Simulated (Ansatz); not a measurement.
# CH3NOSSi: a spread of methods and bases

How do the results and run time of CH3NOSSi respond when the settings are drawn wide?

Method: the settings change from run to run; program: Ansatz 0.2.0, Gaussian basis.

### 1 The geometry

The structure was relaxed beforehand with PBE0-D4 in a triple-zeta def2 set.

8 atoms, charge 0, spin multiplicity 1.

Atoms are counted from 1 here; the program's logs count them from 0.

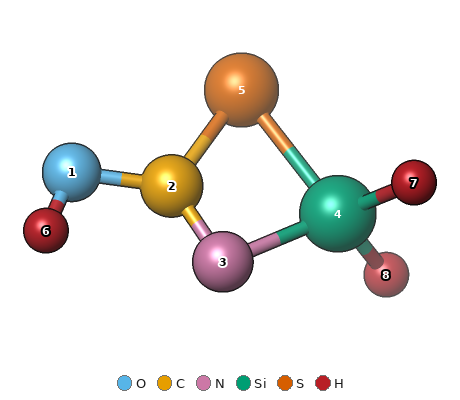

The structure; oxygen blue, carbon amber, nitrogen pink, silicon teal, sulfur orange, hydrogen red; atoms are numbered from 1 in the order of the file.

Geometry (Å):

```
O     0.3884    2.0394    0.6879
C     0.1616    0.8247    0.2115
N     0.0171   -0.2413    0.9067
Si   -0.2180   -1.2293   -0.5116
S     0.0458    0.6520   -1.5611
H     0.4216    1.9555    1.6527
H     0.8392   -2.2303   -0.7797
H    -1.5636   -1.8278   -0.6619
```

### 2 RPA/6-31G

Input file in.yaml:

```yaml
crystal:
  periodic: [false, false, false]
  atoms:
    - {symbol: O, position_ang: [0.388378, 2.039385, 0.687855]}
    - {symbol: C, position_ang: [0.161616, 0.824736, 0.211475]}
    - {symbol: N, position_ang: [0.017114, -0.241313, 0.906749]}
    - {symbol: Si, position_ang: [-0.217953, -1.229295, -0.511606]}
    - {symbol: S, position_ang: [0.045759, 0.651982, -1.561148]}
    - {symbol: H, position_ang: [0.421606, 1.955501, 1.652744]}
    - {symbol: H, position_ang: [0.839159, -2.230334, -0.779744]}
    - {symbol: H, position_ang: [-1.563578, -1.827761, -0.661925]}
basis:
  gaussian: {orbitals: 6-31G}
hamiltonian: {xc: {name: PBE}}
correlation: {method: rpa}
```

Command:

```sh
> ansatz run in.yaml --threads 2 --pin off --events-out ev --progress --plain --max-ram 4352MiB
```

Output:

```text
Functional definition: PBE
  name "PBE"
  cite "Perdew, Burke & Ernzerhof, Phys. Rev. Lett. 77, 3865 (1996) doi:10.1103/PhysRevLett.77.3865"
  parent pbe
  parameter kappa = 0.804
  parameter beta = 0.06672455060314922
  exchange = pbe_x(kappa = kappa, mu = beta*pi^2/3)
  correlation = pbe_c(beta = beta)
710 factors; integrals over basis functions are off by at most 2.6e-4 eV
mean field evaluation 1: about -23308.4626 eV, gradient 6.6e1 eV
mean field evaluation 2: about -23308.4426 eV, gradient 6.6e1 eV
mean field evaluation 4: about -23310.5010 eV, gradient 5.1e1 eV
mean field evaluation 8: about -23317.2538 eV, gradient 1.1e0 eV
mean field evaluation 16: about -23317.2518 eV, gradient 2.0e-4 eV
mean field -23317.25176643 eV, -856.8931974154 hartree, gradient 2.4e-6 eV, S^2 0.000000; 0 other end points of the search recorded, 0 dependent functions left out
13 core orbitals not correlated: weight in the atoms' cores, before any rotation towards them, 1.000 or more for the frozen orbitals, at most 0.000 for the correlated occupied ones
reference -23268.93668735 eV, -855.1176510085 hartree; 14, 14 occupied and 32, 32 virtual orbitals, 710 factors
Total energy: -23287.21200371 eV, -855.7892564973 hartree
```

Run time: 1.4 s. Hardware: 2 threads of Arm Neoverse V2, shared host.

### 3 PBE/pcseg-2

Options: coordinates scaled by 1.12.

Input file in.yaml:

```yaml
crystal:
  periodic: [false, false, false]
  atoms:
    - {symbol: O, position_ang: [0.434983, 2.284112, 0.770398]}
    - {symbol: C, position_ang: [0.181010, 0.923704, 0.236852]}
    - {symbol: N, position_ang: [0.019168, -0.270271, 1.015559]}
    - {symbol: Si, position_ang: [-0.244108, -1.376811, -0.572999]}
    - {symbol: S, position_ang: [0.051250, 0.730220, -1.748486]}
    - {symbol: H, position_ang: [0.472199, 2.190162, 1.851073]}
    - {symbol: H, position_ang: [0.939858, -2.497974, -0.873313]}
    - {symbol: H, position_ang: [-1.751207, -2.047092, -0.741356]}
basis:
  gaussian: {orbitals: pcseg-2}
hamiltonian: {xc: {name: PBE}}
```

Launched as before.

Output:

```text
Functional definition: PBE
  name "PBE"
  cite "Perdew, Burke & Ernzerhof, Phys. Rev. Lett. 77, 3865 (1996) doi:10.1103/PhysRevLett.77.3865"
  parent pbe
  parameter kappa = 0.804
  parameter beta = 0.06672455060314922
  exchange = pbe_x(kappa = kappa, mu = beta*pi^2/3)
  correlation = pbe_c(beta = beta)
1130 factors; their error is unknown
mean field evaluation 1: about -23311.2591 eV, gradient 7.6e1 eV
mean field evaluation 2: about -23155.0940 eV, gradient 2.0e2 eV
mean field evaluation 4: about -23320.5709 eV, gradient 3.1e1 eV
mean field evaluation 8: about -23323.2773 eV, gradient 1.8e0 eV
mean field evaluation 16: about -23323.2269 eV, gradient 2.0e-4 eV
mean field -23323.22691890 eV, -857.1127802186 hartree, gradient 4.3e-5 eV, S^2 0.000000; 0 other end points of the search recorded, 0 dependent functions left out
reference -23323.22696888 eV, -857.1127820555 hartree; 27, 27 occupied and 173, 173 virtual orbitals, 1130 factors
Total energy: -23323.22696888 eV, -857.1127820555 hartree
```

Wall time 2.2 s (2 threads of Arm Neoverse V2, shared host).

### 4 SVWN5/cc-pVTZ

This run has atoms shaken by 0.15 Å.

Input file in.yaml:

```yaml
crystal:
  periodic: [false, false, false]
  atoms:
    - {symbol: O, position_ang: [0.366798, 2.130675, 0.433203]}
    - {symbol: C, position_ang: [0.140712, 0.801808, 0.242936]}
    - {symbol: N, position_ang: [0.014963, -0.198791, 0.892285]}
    - {symbol: Si, position_ang: [-0.295827, -1.138871, -0.394391]}
    - {symbol: S, position_ang: [-0.067553, 0.817051, -1.749648]}
    - {symbol: H, position_ang: [0.563820, 1.981297, 1.494561]}
    - {symbol: H, position_ang: [0.586856, -2.306265, -0.744877]}
    - {symbol: H, position_ang: [-1.472081, -1.741243, -0.609579]}
basis:
  gaussian: {orbitals: cc-pVTZ}
hamiltonian: {xc: {name: SVWN5}}
output: {forces: true}
```

Same command.

Output (excerpt; [...] marks lines left out):

```text
Functional definition: SVWN5
  name "SVWN5"
  cite "Dirac, Proc. Camb. Phil. Soc. 26, 376 (1930) doi:10.1017/S0305004100016108"
  cite "Slater, Phys. Rev. 81, 385 (1951) doi:10.1103/PhysRev.81.385"
  cite "Vosko, Wilk & Nusair, Can. J. Phys. 58, 1200 (1980) doi:10.1139/p80-159"
[...]
1229 factors; their error is unknown
[...]
mean field -23232.52615539 eV, -853.7795886386 hartree, gradient 5.2e-5 eV, S^2 0.000000; 0 other end points of the search recorded, 0 dependent functions left out
[...]
reference -23232.52618986 eV, -853.7795899054 hartree; 27, 27 occupied and 173, 173 virtual orbitals, 1229 factors
Total energy: -23232.52618986 eV, -853.7795899054 hartree
Atom 0 at     0.366798     2.130675     0.433203 Å, force     0.628202    -3.050241     5.107837 eV/Å
Atom 1 at     0.140712     0.801808     0.242936 Å, force     0.216456     6.906285    -6.762798 eV/Å
Atom 2 at     0.014963    -0.198791     0.892285 Å, force     0.347575    -1.527557     5.694113 eV/Å
Atom 3 at    -0.295827    -1.138871    -0.394391 Å, force     2.468443    -0.594831    -4.594812 eV/Å
Atom 4 at    -0.067553     0.817051    -1.749648 Å, force    -0.093064    -2.613472     2.838574 eV/Å
Atom 5 at     0.563820     1.981297     1.494561 Å, force    -0.389282     1.605892    -2.448879 eV/Å
Atom 6 at     0.586856    -2.306265    -0.744877 Å, force     0.526476     0.419761     0.271476 eV/Å
Atom 7 at    -1.472081    -1.741243    -0.609579 Å, force    -3.704806    -1.145836    -0.105510 eV/Å
Dipole moment:     0.016986    -0.159248     0.461561 e Å
```

It took 1.9 s on 2 threads of Arm Neoverse V2, shared host.

Largest force 9.668 eV/Å, dipole 2.35 D.

### 5 HF/6-31++G**

Set apart from the defaults: unrestricted orbitals, high accuracy.

Input file in.yaml:

```yaml
crystal:
  periodic: [false, false, false]
  atoms:
    - {symbol: O, position_ang: [0.388378, 2.039385, 0.687855]}
    - {symbol: C, position_ang: [0.161616, 0.824736, 0.211475]}
    - {symbol: N, position_ang: [0.017114, -0.241313, 0.906749]}
    - {symbol: Si, position_ang: [-0.217953, -1.229295, -0.511606]}
    - {symbol: S, position_ang: [0.045759, 0.651982, -1.561148]}
    - {symbol: H, position_ang: [0.421606, 1.955501, 1.652744]}
    - {symbol: H, position_ang: [0.839159, -2.230334, -0.779744]}
    - {symbol: H, position_ang: [-1.563578, -1.827761, -0.661925]}
basis:
  gaussian: {orbitals: "6-31++G**"}
magnetization: {spin_polarized: true, initial_magnetization: 0}
hamiltonian: {xc: {name: HF}}
accuracy: high
```

Launched as before.

Output:

```text
Functional definition: HF
  name "HF"
  cite "Fock, Z. Phys. 61, 126 (1930) doi:10.1007/BF01340294"
  parent pbe
  exchange = exact_x
  correlation = 0
2500 factors; integrals over basis functions are off by at most 3.4e-9 eV
mean field evaluation 1: about -23271.7049 eV, gradient 3.1e1 eV
mean field evaluation 2: about -23271.8036 eV, gradient 3.1e1 eV
mean field evaluation 4: about -23276.0413 eV, gradient 3.1e0 eV
mean field evaluation 8: about -23276.1307 eV, gradient 1.6e-1 eV
mean field -23276.13114698 eV, -855.3820425231 hartree, gradient 4.5e-8 eV, S^2 0.000000; 0 other end points of the search recorded, 0 dependent functions left out
reference -23276.13114698 eV, -855.3820425231 hartree; 27, 27 occupied and 94, 94 virtual orbitals, 2500 factors
Total energy: -23276.13114698 eV, -855.3820425231 hartree
```

It took 3.8 s on 2 threads of Arm Neoverse V2, shared host; peak memory 0.58 GiB.

⟨S²⟩ 0.000.

### 6 BHLYP/def2-TZVP

Options: finite nuclei, D3(BJ) with three-body dispersion.

Changes to in.yaml since step 5:

```diff
@@ -12,5 +12,3 @@
 basis:
-  gaussian: {orbitals: "6-31++G**"}
-magnetization: {spin_polarized: true, initial_magnetization: 0}
-hamiltonian: {xc: {name: HF}}
-accuracy: high
+  gaussian: {orbitals: def2-TZVP, nuclear_model: gaussian}
+hamiltonian: {xc: {name: BHLYP}, dispersion: d3bjatm}
```

Same command.

Output:

```text
Functional definition: BHLYP
  name "BHLYP"
  cite "Becke, J. Chem. Phys. 98, 1372 (1993) doi:10.1063/1.464304"
  cite "Becke, Phys. Rev. A 38, 3098 (1988) doi:10.1103/PhysRevA.38.3098"
  cite "Lee, Yang & Parr, Phys. Rev. B 37, 785 (1988) doi:10.1103/PhysRevB.37.785"
  parameter a = 0.5
  exchange = (1 - a)*b88_x + a*exact_x
  correlation = lyp_c
1271 factors; their error is unknown
mean field evaluation 1: about -23330.0457 eV, gradient 5.6e1 eV
mean field evaluation 2: about -23326.6497 eV, gradient 6.7e1 eV
mean field evaluation 4: about -23335.9405 eV, gradient 4.6e0 eV
mean field evaluation 8: about -23335.9785 eV, gradient 6.1e-2 eV
mean field evaluation 16: about -23336.1308 eV, gradient 9.8e-5 eV
mean field -23336.13080355 eV, -857.5869892328 hartree, gradient 3.0e-5 eV, S^2 0.000000; 0 other end points of the search recorded, 0 dependent functions left out
reference -23336.13097437 eV, -857.5869955106 hartree; 27, 27 occupied and 158, 158 virtual orbitals, 1271 factors
Total energy: -23336.44797009 eV, -857.5986448882 hartree
```

It took 2.8 s on 2 threads of Arm Neoverse V2, shared host; peak memory 0.32 GiB.

### 7 B3LYP5/aug-pcseg-2

Set apart from the defaults: unrestricted orbitals, atoms shaken by 0.03 Å, relativity set to scalar.

Input file in.yaml:

```yaml
crystal:
  periodic: [false, false, false]
  atoms:
    - {symbol: O, position_ang: [0.376590, 2.049561, 0.718363]}
    - {symbol: C, position_ang: [0.147235, 0.891594, 0.290076]}
    - {symbol: N, position_ang: [0.013174, -0.272590, 0.972451]}
    - {symbol: Si, position_ang: [-0.188046, -1.252413, -0.485751]}
    - {symbol: S, position_ang: [0.077101, 0.641778, -1.618568]}
    - {symbol: H, position_ang: [0.400179, 1.923626, 1.699731]}
    - {symbol: H, position_ang: [0.850732, -2.229566, -0.770606]}
    - {symbol: H, position_ang: [-1.500312, -1.828145, -0.716253]}
basis:
  gaussian: {orbitals: aug-pcseg-2}
magnetization: {spin_polarized: true, initial_magnetization: 0}
hamiltonian: {xc: {name: B3LYP5}, pseudopotentials: {relativity: scalar}}
```

Same command.

Output (excerpt; [...] marks lines left out):

```text
Functional definition: B3LYP5
  name "B3LYP5"
  cite "Stephens, Devlin, Chabalowski & Frisch, J. Phys. Chem. 98, 11623 (1994) doi:10.1021/j100096a001"
  cite "Becke, Phys. Rev. A 38, 3098 (1988) doi:10.1103/PhysRevA.38.3098"
  cite "Lee, Yang & Parr, Phys. Rev. B 37, 785 (1988) doi:10.1103/PhysRevB.37.785"
  cite "Vosko, Wilk & Nusair, Can. J. Phys. 58, 1200 (1980) doi:10.1139/p80-159"
[...]
1437 factors; their error is unknown
[...]
mean field -23378.29995495 eV, -859.1366769635 hartree, gradient 2.9e-5 eV, S^2 0.000000; 0 other end points of the search recorded, 0 dependent functions left out
reference -23378.30025894 eV, -859.1366881351 hartree; 27, 27 occupied and 280, 280 virtual orbitals, 1437 factors
Total energy: -23378.30025894 eV, -859.1366881351 hartree
Relativity: scalar
```

It took 18 s on 2 threads of Arm Neoverse V2, shared host; peak memory 1.2 GiB.

⟨S²⟩ 0.000.

### 8 B2PLYP/def2-TZVP

This run has high accuracy.

Input file in.yaml:

```yaml
crystal:
  periodic: [false, false, false]
  atoms:
    - {symbol: O, position_ang: [0.388378, 2.039385, 0.687855]}
    - {symbol: C, position_ang: [0.161616, 0.824736, 0.211475]}
    - {symbol: N, position_ang: [0.017114, -0.241313, 0.906749]}
    - {symbol: Si, position_ang: [-0.217953, -1.229295, -0.511606]}
    - {symbol: S, position_ang: [0.045759, 0.651982, -1.561148]}
    - {symbol: H, position_ang: [0.421606, 1.955501, 1.652744]}
    - {symbol: H, position_ang: [0.839159, -2.230334, -0.779744]}
    - {symbol: H, position_ang: [-1.563578, -1.827761, -0.661925]}
basis:
  gaussian: {orbitals: def2-TZVP}
hamiltonian: {xc: {name: B2PLYP}}
accuracy: high
output: {forces: true}
```

The command is unchanged.

Output (excerpt; [...] marks lines left out):

```text
Functional definition: B2PLYP
  name "B2PLYP"
  cite "Grimme, J. Chem. Phys. 124, 034108 (2006) doi:10.1063/1.2148954"
  cite "Becke, Phys. Rev. A 38, 3098 (1988) doi:10.1103/PhysRevA.38.3098"
  cite "Lee, Yang & Parr, Phys. Rev. B 37, 785 (1988) doi:10.1103/PhysRevB.37.785"
[...]
3307 factors; integrals over basis functions are off by at most 3.8e-9 eV
[...]
mean field -23320.92087533 eV, -857.0280346804 hartree, gradient 3.4e-8 eV, S^2 0.000000; 0 other end points of the search recorded, 0 dependent functions left out
13 core orbitals not correlated: weight in the atoms' cores, before any rotation towards them, 1.000 or more for the frozen orbitals, at most 0.000 for the correlated occupied ones
reference -23320.92090137 eV, -857.0280356374 hartree; 14, 14 occupied and 158, 158 virtual orbitals, 3307 factors
second order -28.85782157 eV of doubles, -0.00000000 eV of singles
[...]
Total energy: -23328.71251319 eV, -857.3143720906 hartree
Atom 0 at     0.388378     2.039385     0.687855 Å, force     0.067921     0.397266     0.024845 eV/Å
Atom 1 at     0.161616     0.824736     0.211475 Å, force    -0.004189     0.002943    -0.087743 eV/Å
Atom 2 at     0.017114    -0.241313     0.906749 Å, force    -0.029084    -0.245969     0.244954 eV/Å
Atom 3 at    -0.217953    -1.229295    -0.511606 Å, force    -0.069092    -0.385051    -0.093704 eV/Å
Atom 4 at     0.045759     0.651982    -1.561148 Å, force     0.001741     0.089706    -0.272800 eV/Å
Atom 5 at     0.421606     1.955501     1.652744 Å, force     0.007813     0.006945     0.135600 eV/Å
Atom 6 at     0.839159    -2.230334    -0.779744 Å, force    -0.108472     0.087343     0.030348 eV/Å
Atom 7 at    -1.563578    -1.827761    -0.661925 Å, force     0.133361     0.046817     0.018501 eV/Å
Dipole moment:    -0.019839    -0.139380     0.071819 e Å
```

Run time: 46 s. Hardware: 2 threads of Arm Neoverse V2, shared host; peak memory 0.99 GiB.

Largest force 0.404 eV/Å, dipole 0.76 D.

### 9 B2PLYP/aug-cc-pVDZ

Set apart from the defaults: the search for lower states set to off.

Changes to in.yaml since step 8:

```diff
@@ -12,5 +12,5 @@
 basis:
-  gaussian: {orbitals: def2-TZVP}
+  gaussian: {orbitals: aug-cc-pVDZ}
 hamiltonian: {xc: {name: B2PLYP}}
-accuracy: high
+scf: {lower_state_search: off}
 output: {forces: true}
```

The command is unchanged.

Output (excerpt; [...] marks lines left out):

```text
Functional definition: B2PLYP
  name "B2PLYP"
  cite "Grimme, J. Chem. Phys. 124, 034108 (2006) doi:10.1063/1.2148954"
  cite "Becke, Phys. Rev. A 38, 3098 (1988) doi:10.1103/PhysRevA.38.3098"
  cite "Lee, Yang & Parr, Phys. Rev. B 37, 785 (1988) doi:10.1103/PhysRevB.37.785"
[...]
1498 factors; integrals over basis functions are off by at most 7.2e-4 eV
[...]
mean field -23319.00091910 eV, -856.9574775904 hartree, gradient 1.1e-6 eV, S^2 0.000000; 0 other end points of the search recorded, 0 dependent functions left out
13 core orbitals not correlated: weight in the atoms' cores, before any rotation towards them, 1.000 or more for the frozen orbitals, at most 0.000 for the correlated occupied ones
reference -23319.00111712 eV, -856.9574848675 hartree; 14, 14 occupied and 123, 123 virtual orbitals, 1498 factors
second order -24.86846413 eV of doubles, -0.00000000 eV of singles
[...]
Total energy: -23325.71560243 eV, -857.2042376515 hartree
Atom 0 at     0.388378     2.039385     0.687855 Å, force     0.138548     0.786584     0.135572 eV/Å
Atom 1 at     0.161616     0.824736     0.211475 Å, force     0.055744     0.389872    -0.188068 eV/Å
Atom 2 at     0.017114    -0.241313     0.906749 Å, force    -0.001743    -0.356247     1.179318 eV/Å
Atom 3 at    -0.217953    -1.229295    -0.511606 Å, force    -0.230743    -1.237061    -0.479558 eV/Å
Atom 4 at     0.045759     0.651982    -1.561148 Å, force     0.036685     0.455639    -0.810395 eV/Å
Atom 5 at     0.421606     1.955501     1.652744 Å, force     0.013227     0.024525     0.186035 eV/Å
Atom 6 at     0.839159    -2.230334    -0.779744 Å, force     0.068122    -0.044048    -0.015085 eV/Å
Atom 7 at    -1.563578    -1.827761    -0.661925 Å, force    -0.079839    -0.019265    -0.007818 eV/Å
Dipole moment:    -0.023961    -0.159952     0.058040 e Å
Checks for a lower state left out: starts, cluster_reference, orbital_swaps, neighbouring_geometries, increment
```

Wall time 13 s (2 threads of Arm Neoverse V2, shared host); peak memory 0.56 GiB.

Largest force 1.347 eV/Å, dipole 0.83 D.

### 10 B2GP-PLYP/aug-cc-pVDZ

This run has atoms shaken by 0.15 Å, relativity set to none.

Input file in.yaml:

```yaml
crystal:
  periodic: [false, false, false]
  atoms:
    - {symbol: O, position_ang: [0.376516, 2.092677, 0.731800]}
    - {symbol: C, position_ang: [0.156499, 0.915409, 0.274245]}
    - {symbol: N, position_ang: [0.151732, -0.041355, 1.079505]}
    - {symbol: Si, position_ang: [-0.078541, -1.431423, -0.547915]}
    - {symbol: S, position_ang: [0.075204, 0.557798, -1.515108]}
    - {symbol: H, position_ang: [0.331306, 1.792959, 1.699216]}
    - {symbol: H, position_ang: [0.794109, -2.435131, -0.737952]}
    - {symbol: H, position_ang: [-1.840102, -1.842687, -0.636123]}
basis:
  gaussian: {orbitals: aug-cc-pVDZ}
hamiltonian: {xc: {name: B2GP-PLYP}, pseudopotentials: {relativity: none}}
output: {forces: true}
```

The command is unchanged.

Output (excerpt; [...] marks lines left out):

```text
Functional definition: B2GP-PLYP
  name "B2GP-PLYP"
  cite "Karton, Tarnopolsky, Lamère, Schatz & Martin, J. Phys. Chem. A 112, 12868 (2008) doi:10.1021/jp801805p"
  cite "Becke, Phys. Rev. A 38, 3098 (1988) doi:10.1103/PhysRevA.38.3098"
  cite "Lee, Yang & Parr, Phys. Rev. B 37, 785 (1988) doi:10.1103/PhysRevB.37.785"
[...]
1498 factors; integrals over basis functions are off by at most 7.9e-4 eV
[...]
mean field -23311.33813441 eV, -856.6758754471 hartree, gradient 7.4e-6 eV, S^2 0.000000; 0 other end points of the search recorded, 0 dependent functions left out
13 core orbitals not correlated: weight in the atoms' cores, before any rotation towards them, 1.000 or more for the frozen orbitals, at most 0.000 for the correlated occupied ones
reference -23311.33828251 eV, -856.6758808898 hartree; 14, 14 occupied and 123, 123 virtual orbitals, 1498 factors
second order -23.93293733 eV of doubles, -0.00000000 eV of singles
[...]
Total energy: -23319.95413995 eV, -856.9925078106 hartree
Atom 0 at     0.376516     2.092677     0.731800 Å, force    -0.160238     2.584992     2.031673 eV/Å
Atom 1 at     0.156499     0.915409     0.274245 Å, force     0.418723    -1.476100    -3.242221 eV/Å
Atom 2 at     0.151732    -0.041355     1.079505 Å, force    -0.648292    -5.435976    -0.469148 eV/Å
Atom 3 at    -0.078541    -1.431423    -0.547915 Å, force    -5.657596     4.881490     2.761817 eV/Å
Atom 4 at     0.075204     0.557798    -1.515108 Å, force     0.188417     0.124452     0.077782 eV/Å
Atom 5 at     0.331306     1.792959     1.699216 Å, force     0.363138     1.422671    -0.841724 eV/Å
Atom 6 at     0.794109    -2.435131    -0.737952 Å, force     2.313955    -2.448715    -0.487579 eV/Å
Atom 7 at    -1.840102    -1.842687    -0.636123 Å, force     3.181894     0.347185     0.169399 eV/Å
Dipole moment:     0.060937    -0.452587    -0.141147 e Å
```

Run time: 13 s. Hardware: 2 threads of Arm Neoverse V2, shared host; peak memory 0.55 GiB.

Largest force 7.966 eV/Å, dipole 2.30 D.

### 11 The runs in one table

```tsv
level	charge	multiplicity	geometry	functions	energy (eV)	time
RPA/6-31G	0	1	relaxed	59	-23287.212	1.4 s
PBE/pcseg-2	0	1	scaled	200	-23323.227	2.2 s
SVWN5/cc-pVTZ	0	1	shaken	200	-23232.526	1.9 s
HF/6-31++G**	0	1	relaxed	121	-23276.131	3.8 s
BHLYP/def2-TZVP	0	1	relaxed	185	-23336.448	2.8 s
B3LYP5/aug-pcseg-2	0	1	shaken	307	-23378.300	18 s
B2PLYP/def2-TZVP	0	1	relaxed	185	-23328.713	46 s
B2PLYP/aug-cc-pVDZ	0	1	relaxed	150	-23325.716	13 s
B2GP-PLYP/aug-cc-pVDZ	0	1	shaken	150	-23319.954	13 s
```

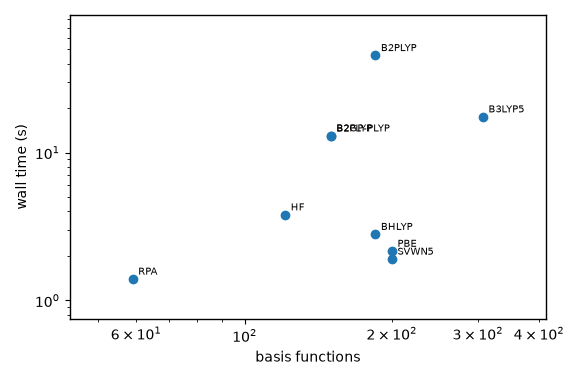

Wall time against the number of basis functions (shared host).

### 12 What came out

| quantity | value |
| --- | --- |
| runs | 9 |
| quickest | RPA/6-31G, 1.4 s |
| slowest | B2PLYP/def2-TZVP, 46 s |
| spread of total energies, same state and geometry | 60.3 eV |
| dipole, same state and geometry | 0.76 to 0.83 D |

**Reading.** Run time spans a factor of 33, from RPA/6-31G to B2PLYP/def2-TZVP. The jobs differ in tasks and options as well as level. Total energies at one charge and spin differ by 60 eV between levels, so only differences within one level mean anything. At the PBE0-D4/def2-TZVP geometry and in the same state, runs without warnings or point charges leave forces up to 1.35 eV/Å (B2PLYP/aug-cc-pVDZ), against 9.7 eV/Å where the atoms were moved.
